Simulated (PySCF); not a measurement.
C₇H₁₂B₂Si

Input file:

```
{"job": {"kind": "nmr", "xc": "PBE0", "basis": "pcSseg-1"}, "charge": 0, "multiplicity": 1}
B      2.160864     1.562195     0.351541
B      2.627179     0.008067     0.459846
C      1.913578    -1.033578     1.386638
Si     0.544671    -1.918717     0.378815
C     -0.727233    -0.651133    -0.201644
C     -0.721488    -0.164226    -1.505206
C     -1.620012     0.805087    -1.912758
C     -2.548753     1.308543    -1.017593
C     -2.574087     0.833235     0.282767
C     -1.672532    -0.136788     0.681194
H      1.309569     1.907637    -0.381516
H      2.645447     2.431757     0.975818
H      3.510677    -0.423628    -0.193051
H      2.581878    -1.811401     1.755100
H      1.422280    -0.585493     2.250919
H     -0.114595    -2.895475     1.262991
H      1.098283    -2.621923    -0.786353
H      0.001745    -0.549914    -2.210107
H     -1.596852     1.171633    -2.929374
H     -3.251148     2.066999    -1.332409
H     -3.298167     1.220752     0.985577
H     -1.701715    -0.504244     1.697957
```

Command:

```sh
OMP_NUM_THREADS=1 python probes_run.py task.json out
```

Geometry: GFN2-xTB.

These are results of PySCF, PBE0/pcSseg-1, SCF density, gas phase, non-relativistic, not measurements.

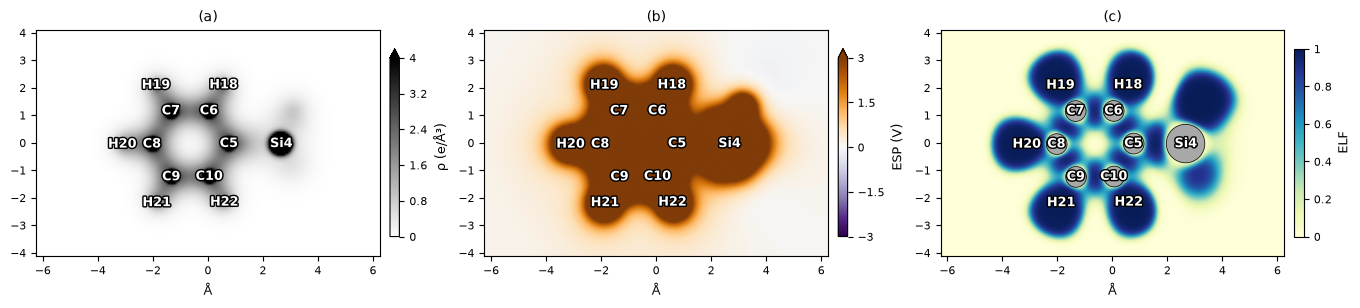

Figure 1. (a) total electron density; (b) molecular electrostatic potential; (c) ELF on the plane of atoms C6, C5 and C10. Grey discs cover the atomic cores in the ELF map.

Q: Describe what can be read from this map.

A: The section cuts through Si, C and H sites.
C–C (1.38 Å): ρ at the midpoint is about 2.1 e/Å³; the ELF peaks at about 0.95 between the atoms, as expected for a covalent bond.
C–Si (1.89 Å): the density is about 0.94 e/Å³ at the midpoint; the ELF peaks at about 0.95 between the atoms (a shared electron pair).
C–H (1.08 Å): ρ at the midpoint is about 2 e/Å³; the ELF climbs to about 1 towards the hydrogen, as it does in any bond to H; a covalent bond by its length.
The potential has no marked negative region in this plane.

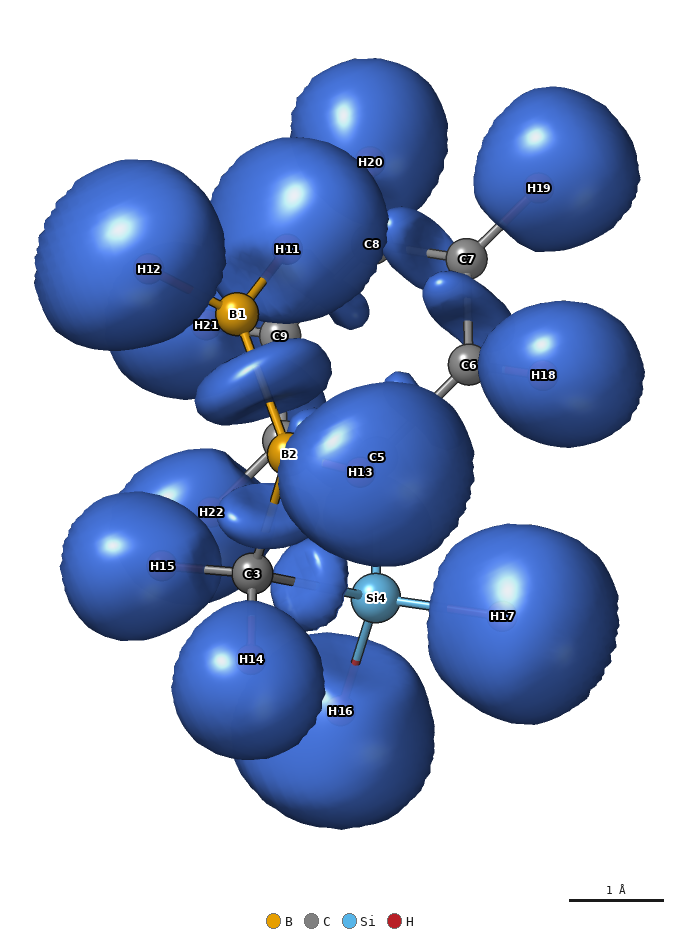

Figure 2. Isosurface of the electron localisation function at 0.85 (blue), seen at an oblique angle. Core shells and regions of very low density are left out.

Q: Identify the bonds, lone pairs and shells in this picture.

A: The surface consists of one region between bonded B–B atoms (shared pairs), one region between bonded B–C atoms (shared pairs), six regions between bonded C–C atoms (shared pairs), two regions between bonded C–Si atoms (shared pairs) and twelve regions around hydrogen nuclei. Along the contacts the grid gives the following. C–B (1.57 Å): the ELF peaks at about 0.95 between the atoms, as expected for a covalent bond.

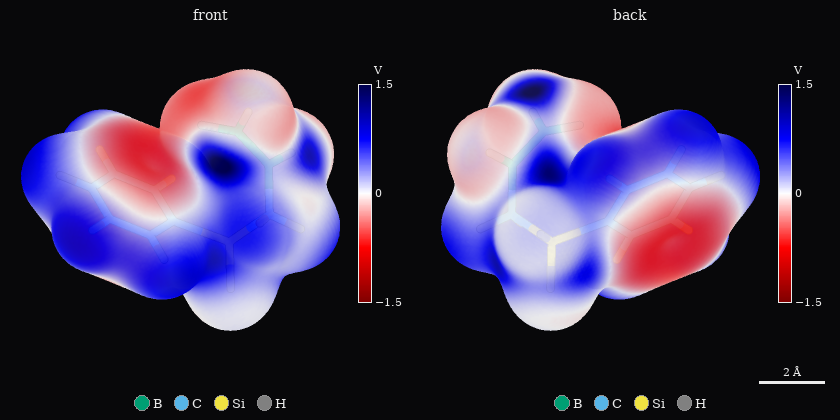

Figure 3. The electrostatic potential painted on the density surface at 0.002 e/bohr³, seen from the front and from behind; red is negative and blue positive.

Q: Describe the electrostatic potential map.

A: The most negative region (about −0.7 V) lies over the C and H atoms, the most positive (about +1.4 V) over B1, B2 and Si4.
